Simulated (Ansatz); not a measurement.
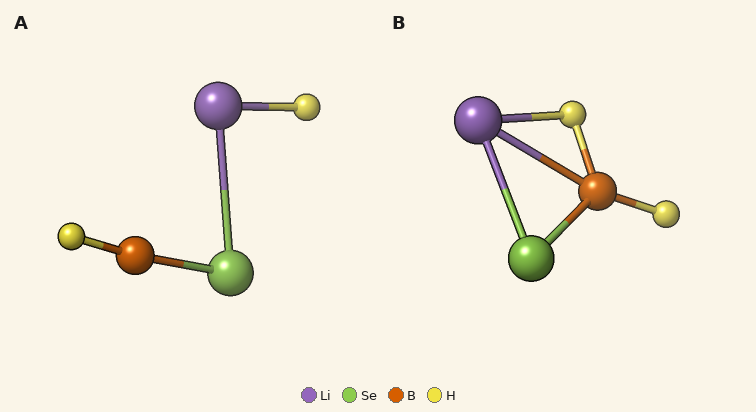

2 stationary structures of one formula. Geometries: PBE-D4/def2-SVP. Electronic energies: PBE-D4/def2-SVP (Ansatz 0.2.0), without zero-point energy. No frequency run is at hand to confirm each as a minimum.

Which is lowest in energy, and by how much?

Answer. B is lowest (Cs); A lies 253.7 kJ/mol above it (Cs).
